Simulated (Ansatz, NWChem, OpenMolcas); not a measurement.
**How basis sets differ on C2F3N (cyanotrifluoromethane)**

The species is C2F3N (6 atoms), meant as a singlet with charge 0. As SMILES, `N#CC(F)(F)F`. The coordinates come from a PBE0-D4/def2-TZVP relaxation.

Each level gives the dipole moment (D). The values are calculated.

**The experiment to reproduce.** NIST CCCBDB; in doubt: newer work gives another value gives the dipole moment of the gas as 1.33 D.

```
            level          kind     program  value (D)  computed − measured
HF/ANO-R0 (sfX2C)  Hartree–Fock  OpenMolcas       1.00                -0.33
        HF/STO-3G  Hartree–Fock      NWChem       1.41                +0.08
         HF/3-21G  Hartree–Fock      NWChem       0.79                -0.54
       HF/pcseg-0  Hartree–Fock      NWChem       0.88                -0.45
       HF/cc-pVDZ  Hartree–Fock      NWChem       1.21                -0.12
      HF/def2-SVP  Hartree–Fock      Ansatz       1.17                -0.16
       HF/pcseg-1  Hartree–Fock      NWChem       1.29                -0.04
       HF/pcseg-2  Hartree–Fock      NWChem       1.34                +0.01
```

Nearest: HF/pcseg-2 (+0.01 D); farthest: HF/3-21G (-0.54 D). The measured dipole is a vibrational average, so differences of a few hundredths of a debye mean little. Magnitudes only. Sets without polarisation functions give poor dipoles. Without the sets that lack polarisation functions the rows with a basis span only 1.17 to 1.34 D.

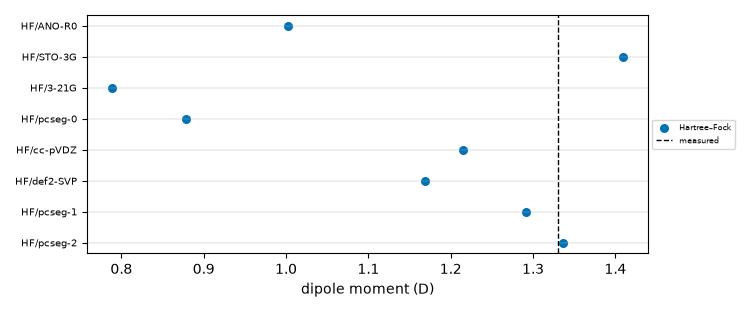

The values of the table, level by level.
